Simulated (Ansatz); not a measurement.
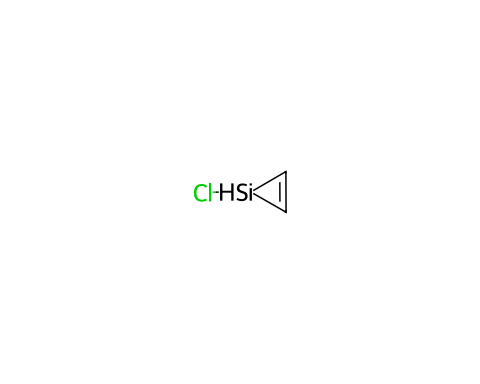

Structural formula above. The computed structure is the end point of a PBE-D4/def2-SVP optimisation. No frequency run is at hand to confirm it as a minimum.

Describe the 3D structure.

The molecule is C2H3ClSi. As SMILES it reads `Cl[SiH]1C=C1`. Independent rings (smallest set): 1 of 3 members. Among its groups: alkene, Si–H bond. This geometry has Cs symmetry.

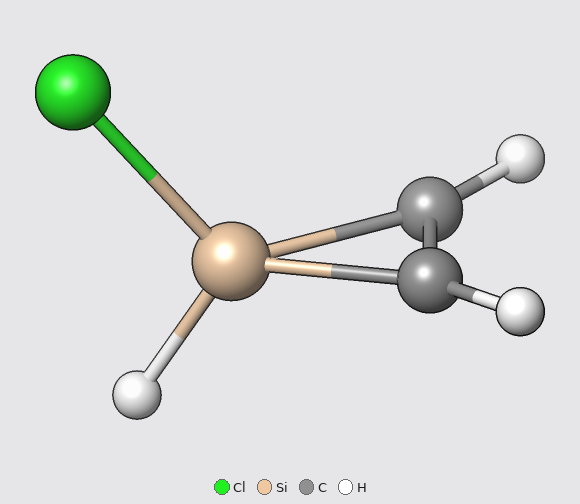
